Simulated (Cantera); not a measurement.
Input: 1 mol TEOS, 2.7 mol N2O, 0.15 mol H2, held at 27000 Pa.

Cantera equilibrium calculation (NASA polynomials, part measured and part estimated; ideal gas, pure solids and liquids). Candidate condensed phases: C, C6H6, C7H8, C8H18, H2O, Si, SiC, SiO2, Si2N2O, Si3N4; 151 gas species. The feed counts by its element totals alone. The tables hold silica as quartz up to 1696 K and as liquid above; real silica turns to tridymite and cristobalite and melts near 1996 K. Rates play no part.

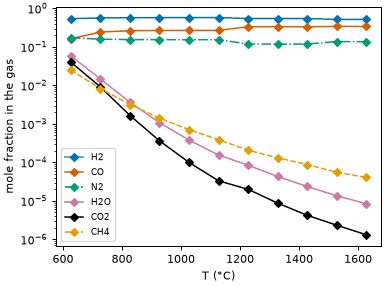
*Equilibrium gas composition (values under 1e-9 drawn at 1e-9)*

Q: Read off the mole fractions at 1627 °C.

A: H2 about 0.52, CO about 0.34, N2 about 0.14, CH4 about 4.1e-5, H2O about 8.5e-6, CO2 about 1.3e-6.
